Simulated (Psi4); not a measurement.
## CH5OSi (charge +1): interaction calculation (part 1 of 2)

CH5OSi, charge +1, computed with SAPT2+(3)DMP2/jun-cc-pVDZ, RHF (Psi4 1.11).

The geometry comes from this level: GFN2-xTB.

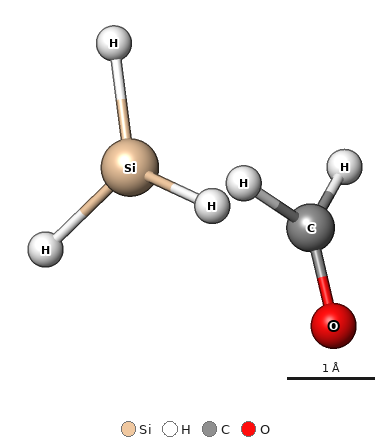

Fig. 1: The input geometry (ball-and-stick view, seen at a tilt).

## The input (job.py)
```python
import psi4

psi4.set_memory(1600000000)
psi4.set_num_threads(1)
psi4.core.set_output_file('psi4.out', False)

m = psi4.geometry("""
1 1
Si     1.203170     0.331060    -0.852160
H      1.994210     1.110060     0.097630
H      1.512660    -1.080660    -1.050300
H      0.341890     1.022630    -1.805270
--
0 1
C     -1.302270    -0.360750     0.917040
O     -2.039340    -0.945280     0.223450
H     -0.274490     0.009180     0.500560
H     -1.435830    -0.086250     1.969050
units angstrom
symmetry c1
no_reorient
no_com
""")

options = {'basis': 'jun-cc-pVDZ', 'scf_type': 'df', 'freeze_core': 'true'}
psi4.set_options(options)

e, wfn = psi4.energy("sapt2+(3)dmp2", molecule=m, return_wfn=True)
print(f'sapt2+(3)dmp2 energy: {e:.10f} Eh')
```

Command:
```bash
python job.py
```

## Log
```
=> Loading Basis Set <=

    Name: JUN-CC-PVDZ
    Role: ORBITAL
    Keyword: BASIS

   => Loading Basis Set <=

    Name: JUN-CC-PVDZ
    Role: ORBITAL
    Keyword: BASIS

  //>>>>>>>>>>>>>>>>>>>>>>>>>>>>>>>>>>>//
  //              Dimer HF             //
  //<<<<<<<<<<<<<<<<<<<<<<<<<<<<<<<<<<<//

   => Loading Basis Set <=

    Name: JUN-CC-PVDZ
    Role: ORBITAL
    Keyword: BASIS

         ---------------------------------------------------------
                                   SCF
                              RHF Reference
                        1 Threads,   1525 MiB Core
         ---------------------------------------------------------

  ==> Geometry <==

    Molecular point group: c1
    Full point group: C1

    Geometry (in Angstrom), charge = 1, multiplicity = 1:

       Center              X                  Y                   Z               Mass
    ------------   -----------------  -----------------  -----------------  -----------------
         SI           1.203170000000     0.331060000000    -0.852160000000    27.976926534650
         H            1.994210000000     1.110060000000     0.097630000000     1.007825032230
         H            1.512660000000    -1.080660000000    -1.050300000000     1.007825032230
         H            0.341890000000     1.022630000000    -1.805270000000     1.007825032230
         C           -1.302270000000    -0.360750000000     0.917040000000    12.000000000000
         O           -2.039340000000    -0.945280000000     0.223450000000    15.994914619570
         H           -0.274490000000     0.009180000000     0.500560000000     1.007825032230
         H           -1.435830000000    -0.086250000000     1.969050000000     1.007825032230

  Running in c1 symmetry.

  Rotational constants: A =      0.83215  B =      0.09310  C =      0.08648 [cm^-1]
  Rotational constants: A =  24947.10524  B =   2790.92983  C =   2592.69618 [MHz]
  Nuclear repulsion =   90.469877404817765

  Charge       = 1
  Multiplicity = 1
  Electrons    = 32
  Nalpha       = 16
  Nbeta        = 16

  ==> Algorithm <==

  SCF Algorithm Type is DF.
  DIIS enabled.
  MOM disabled.
  Fractional occupation disabled.
  Guess Type is SAD.
  Energy threshold   = 1.00e-08
  Density threshold  = 1.00e-08
  Integral threshold = 1.00e-12

  ==> Primary Basis <==

  Basis Set: JUN-CC-PVDZ
    Blend: JUN-CC-PVDZ
    Number of shells: 41
    Number of basis functions: 83
    Number of Cartesian functions: 86
    Spherical Harmonics?: true
    Max angular momentum: 2

   => Loading Basis Set <=

    Name: (JUN-CC-PVDZ AUX)
    Role: JKFIT
    Keyword: DF_BASIS_SCF

  ==> Integral Setup <==

  DFHelper Memory: AOs need 0.022 GiB; user supplied 1.118 GiB.
  SCF_SUBTYPE=INCORE selected. In-core MEM_DF algorithm will be used.
  Using in-core AOs.

  ==> MemDFJK: Density-Fitted J/K Matrices <==

    J tasked:                   Yes
    K tasked:                   Yes
    wK tasked:                   No
    Memory [MiB]:              1144
    Algorithm:                 Core
    Schwarz Cutoff:           1E-12
    Mask sparsity (%):       0.6677
    Fitting Condition:        1E-10

   => Auxiliary Basis Set <=

  Basis Set: (JUN-CC-PVDZ AUX)
    Blend: JUN-CC-PVDZ-JKFIT
    Number of shells: 138
    Number of basis functions: 394
    Number of Cartesian functions: 447
    Spherical Harmonics?: true
    Max angular momentum: 3

  Minimum eigenvalue in the overlap matrix is 3.2389832166E-03.
  Reciprocal condition number of the overlap matrix is 4.9642740509E-04.
    Using symmetric orthogonalization.

  ==> Pre-Iterations <==

  SCF Guess: Superposition of Atomic Densities via on-the-fly atomic UHF (no occupation information).

   -------------------------
    Irrep   Nso     Nmo
   -------------------------
     A         83      83
   -------------------------
    Total      83      83
   -------------------------

  ==> Iterations <==

                           Total Energy        Delta E     RMS |[F,P]|

   @DF-RHF iter SAD:  -403.47141723137383   -4.03471e+02   0.00000e+00
   @DF-RHF iter   1:  -404.12281611069591   -6.51399e-01   5.20927e-03 ADIIS/DIIS
   @DF-RHF iter   2:  -404.17835369399393   -5.55376e-02   4.43060e-03 ADIIS/DIIS
   @DF-RHF iter   3:  -404.22996936530222   -5.16157e-02   5.26074e-04 ADIIS/DIIS
   @DF-RHF iter   4:  -404.23181655658277   -1.84719e-03   1.04285e-04 ADIIS/DIIS
   @DF-RHF iter   5:  -404.23195278394718   -1.36227e-04   4.91371e-05 DIIS
   @DF-RHF iter   6:  -404.23199109330949   -3.83094e-05   1.95641e-05 DIIS
   @DF-RHF iter   7:  -404.23199574985892   -4.65655e-06   6.19002e-06 DIIS
   @DF-RHF iter   8:  -404.23199611350776   -3.63649e-07   1.24699e-06 DIIS
   @DF-RHF iter   9:  -404.23199612848731   -1.49795e-08   3.57724e-07 DIIS
   @DF-RHF iter  10:  -404.23199612965436   -1.16705e-09   7.95375e-08 DIIS
   @DF-RHF iter  11:  -404.23199612971132   -5.69571e-11   9.27784e-09 DIIS
  Energy and wave function converged.

  ==> Post-Iterations <==

    Orbital Energies [Eh]
    ---------------------

    Doubly Occupied:

       1A    -69.092078     2A    -20.798069     3A    -11.573229
       4A     -6.437401     5A     -4.543989     6A     -4.540915
       7A     -4.540905     8A     -1.641732     9A     -1.076428
      10A     -0.975293    11A     -0.892816    12A     -0.865602
      13A     -0.756655    14A     -0.752212    15A     -0.748426
      16A     -0.639708

    Virtual:

      17A     -0.208960    18A     -0.095360    19A     -0.092967
      20A     -0.069057    21A     -0.063921    22A     -0.060386
      23A     -0.049152    24A     -0.031898    25A     -0.026384
      26A     -0.023034    27A      0.004270    28A      0.008076
      29A      0.042963    30A      0.094995    31A      0.124743
      32A      0.138539    33A      0.149794    34A      0.184046
      35A      0.240058    36A      0.261042    37A      0.272571
      38A      0.273661    39A      0.313347    40A      0.359626
      41A      0.372535    42A      0.394072    43A      0.412753
      44A      0.430298    45A      0.477741    46A      0.601720
      47A      0.621069    48A      0.679638    49A      0.722746
      50A      0.797949    51A      0.810785    52A      0.856821
      53A      0.882266    54A      0.970487    55A      1.035299
      56A      1.209722    57A      1.219329    58A      1.265106
      59A      1.266183    60A      1.275557    61A      1.424050
      62A      1.425124    63A      1.456011    64A      1.528614
      65A      1.614481    66A      1.639738    67A      1.640950
      68A      1.691457    69A      1.755169    70A      1.788398
      71A      1.793259    72A      1.883724    73A      1.936039
      74A      2.107559    75A      2.108278    76A      2.380172
      77A      2.522923    78A      2.571935    79A      2.840829
      80A      2.965522    81A      3.265863    82A      3.596051
      83A      3.798503

    Final Occupation by Irrep:
              A
    DOCC [    16 ]
    NA   [    16 ]
    NB   [    16 ]

  @DF-RHF Final Energy:  -404.23199612971132

   => Energetics <=

    Nuclear Repulsion Energy =             90.4698774048177654
    One-Electron Energy =                -729.6528324902695886
    Two-Electron Energy =                 234.9509589557404752
    Total Energy =                       -404.2319961297113196

Computation Completed

Properties will be evaluated at   0.000000,   0.000000,   0.000000 [a0]

Properties computed using the SCF density matrix

 Multipole Moments:

 ------------------------------------------------------------------------------------
     Multipole            Electronic (a.u.)      Nuclear  (a.u.)        Total (a.u.)
 ------------------------------------------------------------------------------------

 L = 1.  Multiply by 2.5417464519 to convert [e a0] to [Debye]
 Dipole X            :         11.4948685           -9.7236236            1.7712449
 Dipole Y            :          8.5576491           -7.7798891            0.7777600
 Dipole Z            :          8.9774493           -9.3139498           -0.3365006
 Magnitude           :                                                    1.9635304

 ------------------------------------------------------------------------------------

	total time  =          0 seconds =       0.00 minutes

  //>>>>>>>>>>>>>>>>>>>>>>>>>>>>>>>>>>>//
  //               DFMP2               //
  //<<<<<<<<<<<<<<<<<<<<<<<<<<<<<<<<<<<//

   => Loading Basis Set <=

    Name: (JUN-CC-PVDZ AUX)
    Role: RIFIT
    Keyword: DF_BASIS_MP2

	 --------------------------------------------------------
	                          DF-MP2
	      2nd-Order Density-Fitted Moller-Plesset Theory
	              RMP2 Wavefunction,   1 Threads

	 --------------------------------------------------------

   => Auxiliary Basis Set <=

  Basis Set: (JUN-CC-PVDZ AUX)
    Blend: JUN-CC-PVDZ-RI
    Number of shells: 99
    Number of basis functions: 285
    Number of Cartesian functions: 327
    Spherical Harmonics?: true
    Max angular momentum: 3

	 --------------------------------------------------------
	                 NBF =    83, NAUX =   285
	 --------------------------------------------------------
	   CLASS    FOCC     OCC    AOCC    AVIR     VIR    FVIR
	   PAIRS       7      16       9      67      67       0
	 --------------------------------------------------------

	 Will save fitting metric to file 97.

	-----------------------------------------------------------
	 ==================> DF-MP2 Energies <====================
	-----------------------------------------------------------
	 Reference Energy          =    -404.2319961297113196 [Eh]
	 Singles Energy            =      -0.0000000000000000 [Eh]
	 Same-Spin Energy          =      -0.0912454217892214 [Eh]
	 Opposite-Spin Energy      =      -0.3252860484239805 [Eh]
	 Correlation Energy        =      -0.4165314702132019 [Eh]
	 Total Energy              =    -404.6485275999245346 [Eh]
	-----------------------------------------------------------
	 ================> DF-SCS-MP2 Energies <==================
	-----------------------------------------------------------
	 SCS Same-Spin Scale       =       0.3333333333333333 [-]
	 SCS Opposite-Spin Scale   =       1.2000000000000000 [-]
	 SCS Same-Spin Energy      =      -0.0304151405964071 [Eh]
	 SCS Opposite-Spin Energy  =      -0.3903432581087766 [Eh]
	 SCS Correlation Energy    =      -0.4207583987051838 [Eh]
	 SCS Total Energy          =    -404.6527545284164944 [Eh]
	-----------------------------------------------------------

	total time  =          0 seconds =       0.00 minutes

  //>>>>>>>>>>>>>>>>>>>>>>>>>>>>>>>>>>>//
  //            Monomer A HF           //
  //<<<<<<<<<<<<<<<<<<<<<<<<<<<<<<<<<<<//

  ==> Geometry <==

    Molecular point group: c1
    Full point group: C1

    Geometry (in Angstrom), charge = 1, multiplicity = 1:

       Center              X                  Y                   Z               Mass
    ------------   -----------------  -----------------  -----------------  -----------------
         SI           1.203170000000     0.331060000000    -0.852160000000    27.976926534650
         H            1.994210000000     1.110060000000     0.097630000000     1.007825032230
         H            1.512660000000    -1.080660000000    -1.050300000000     1.007825032230
         H            0.341890000000     1.022630000000    -1.805270000000     1.007825032230
      Gh(C)          -1.302270000000    -0.360750000000     0.917040000000    12.000000000000
      Gh(O)          -2.039340000000    -0.945280000000     0.223450000000    15.994914619570
      Gh(H)          -0.274490000000     0.009180000000     0.500560000000     1.007825032230
      Gh(H)          -1.435830000000    -0.086250000000     1.969050000000     1.007825032230

  Running in c1 symmetry.

  Rotational constants: A =      0.83215  B =      0.09310  C =      0.08648 [cm^-1]
  Rotational constants: A =  24947.10524  B =   2790.92983  C =   2592.69618 [MHz]
  Nuclear repulsion =   15.856860855664038

  Charge       = 1
  Multiplicity = 1
  Electrons    = 16
  Nalpha       = 8
  Nbeta        = 8

  ==> Iterations <==

                           Total Energy        Delta E     RMS |[F,P]|

   @DF-RHF iter SAD:  -290.10141281774975   -2.90101e+02   0.00000e+00
   @DF-RHF iter   1:  -290.31562452816974   -2.14212e-01   1.88743e-03 ADIIS/DIIS
   @DF-RHF iter   2:  -290.34441862985466   -2.87941e-02   3.74168e-04 ADIIS/DIIS
   @DF-RHF iter   3:  -290.34567012168907   -1.25149e-03   7.71361e-05 DIIS
   @DF-RHF iter   4:  -290.34573322029428   -6.30986e-05   1.57636e-05 DIIS
   @DF-RHF iter   5:  -290.34573613290689   -2.91261e-06   1.87349e-06 DIIS
   @DF-RHF iter   6:  -290.34573617155917   -3.86523e-08   1.47928e-07 DIIS
   @DF-RHF iter   7:  -290.34573617176642   -2.07251e-10   1.48357e-08 DIIS
   @DF-RHF iter   8:  -290.34573617176818   -1.76215e-12   1.18825e-09 DIIS
  Energy and wave function converged.

  ==> Post-Iterations <==

    Final Occupation by Irrep:
              A
    DOCC [     8 ]
    NA   [     8 ]
    NB   [     8 ]

  @DF-RHF Final Energy:  -290.34573617176818

   => Energetics <=

    Nuclear Repulsion Energy =             15.8568608556640385
    One-Electron Energy =                -428.6865817067391617
    Two-Electron Energy =                 122.4839846793069427
    Total Energy =                       -290.3457361717681806

Computation Completed

Properties will be evaluated at   0.000000,   0.000000,   0.000000 [a0]

Properties computed using the SCF density matrix

 Multipole Moments:

 ------------------------------------------------------------------------------------
     Multipole            Electronic (a.u.)      Nuclear  (a.u.)        Total (a.u.)
 ------------------------------------------------------------------------------------
```
